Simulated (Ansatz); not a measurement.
Band structure of LaPt₂ (Fd-3m, 6 atoms in the cell).

```yaml
crystal:
  lattice:
    - [0.00000, 3.91631, 3.91631]
    - [3.91631, 0.00000, 3.91631]
    - [3.91631, 3.91631, 0.00000]
  atoms:
    - { symbol: La, position: [0.50000, 0.50000, 0.50000] }
    - { symbol: La, position: [0.75000, 0.75000, 0.75000] }
    - { symbol: Pt, position: [0.12500, 0.12500, 0.12500] }
    - { symbol: Pt, position: [0.62500, 0.12500, 0.12500] }
    - { symbol: Pt, position: [0.12500, 0.12500, 0.62500] }
    - { symbol: Pt, position: [0.12500, 0.62500, 0.12500] }
```

Method of the run: PBEsol, PAW files made with PBE (plane waves; Ansatz, a quantum-chemistry and plane-wave program).

Settings: basis.ecutwfc = 420 eV; kpoints.mp_grid.grid = 7 7 7; hamiltonian.xc = pbesol; hamiltonian.pseudopotentials = {kind: paw} (the program's default PAW files); scf.occupations.method = gaussian; scf.occupations.width = 0.2 eV; kpoints.band_path.npoints = 8.

The starting cell comes from a database of computed structures (which also holds hypothetical and non-ambient phases and stackings), without a prior relaxation at this level. Its lattice was rescaled by a random factor within 2.5 % of one. Spin-orbit coupling is off. Spin polarisation is off.

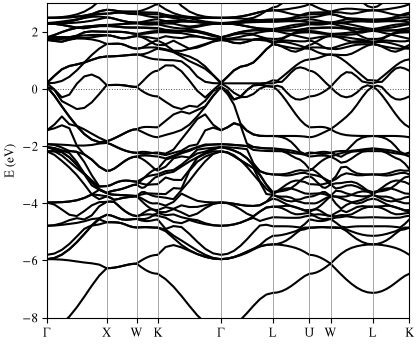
Fig. 1. Bands along the path, energies from the Fermi level.

Levels in eV from the Fermi level, bands 44 to 51:
```tsv
point	44	45	46	47	48	49	50	51
Γ	-1.45	0.07	0.07	0.07	0.20	0.20	0.20	0.22
X	-1.89	-1.83	-1.83	0.13	0.13	1.14	1.14	1.57
W	-2.23	-1.41	-1.41	0.07	0.07	1.20	1.20	1.41
K	-2.22	-1.69	-1.34	-0.26	0.64	1.03	1.41	1.44
L	-1.65	-1.65	0.08	0.08	0.20	0.30	1.57	1.57
U	-2.22	-1.69	-1.34	-0.26	0.64	1.03	1.41	1.44
```

Bands cross the Fermi level along this path, so the cell is metallic at this level.

Keys are those of Ansatz 0.2.
